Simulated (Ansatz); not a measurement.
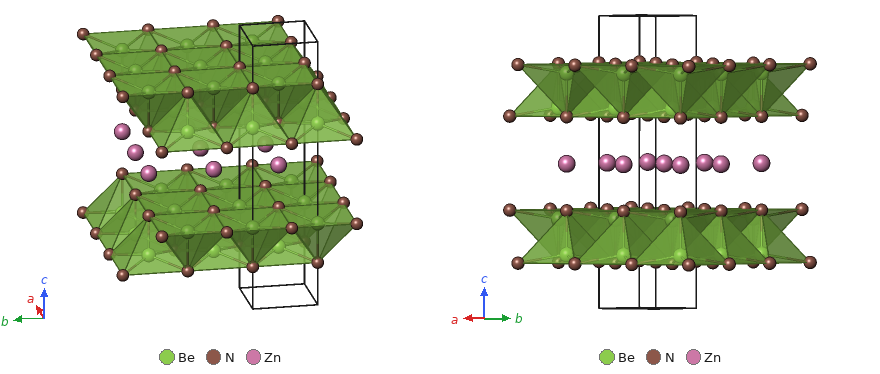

Polyhedra are drawn about Be (bonds: Be–N below 2.2 Å); other atoms are plain spheres. Two views of the same piece.

The compound is Be2ZnN2 (space group I4/mmm, No. 139), taken as the end point of a relaxation with DFT PBE, scalar-relativistic, plane waves, PAW in Ansatz 0.2.0; the starting structure was generated, so it need not be a known form of this composition.

> What figure surrounds each Be atom, and what does it share with the other drawn polyhedra?

Be: BeN5 square pyramid, sharing edges with eight neighbours and corners with four neighbours.

> How do these polyhedra hang together as a whole?

They form layers of corner- and edge-sharing square pyramids parallel to (001). Their corner atoms also have Zn as close neighbours (those links are not drawn).
